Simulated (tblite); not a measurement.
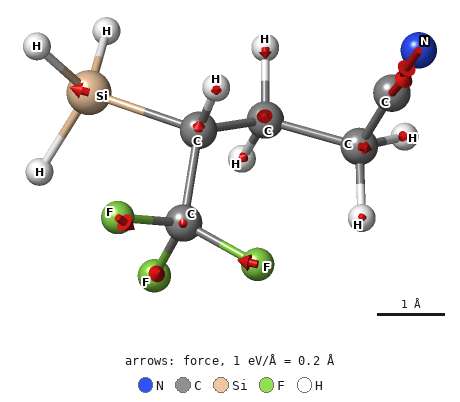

Starting geometry of C5H8F3NSi with the computed forces as red arrows. Style: ball-and-stick. Shown from a free direction.

Theory: tblite, GFN2-xTB geometry optimisation, gas phase. 

Is this structure relaxed? If not, where do the atoms go?

It isn't relaxed: the largest force vector, on the N atom, is 3.77 eV/Å. The final displacements have little in common with the starting forces (cosine between the two patterns 0.10). The energy falls by 49.3 kJ/mol in 138 geometry steps. An H atom moves most after the best rigid fit: 1.07 Å. Largest moves by element: H 1.07 Å, N 0.66 Å, C 0.33 Å, F 0.21 Å, Si 0.21 Å. Among the contacts that change: C–F 1.403 → 1.344 Å, C–Si 1.889 → 1.925 Å, C–F 1.382 → 1.347 Å, C–H 1.126 → 1.093 Å. Among the angles between lasting bonds that change: C–C–Si 105.5° → 111.7°, C–C–F 106.0° → 112.1°, C–Si–H 109.0° → 104.5°. Groups turn about C–Si by about 40°, C–C by about 20°. The run took 1.9 s on 1 thread of Arm Neoverse N1 (shared host).
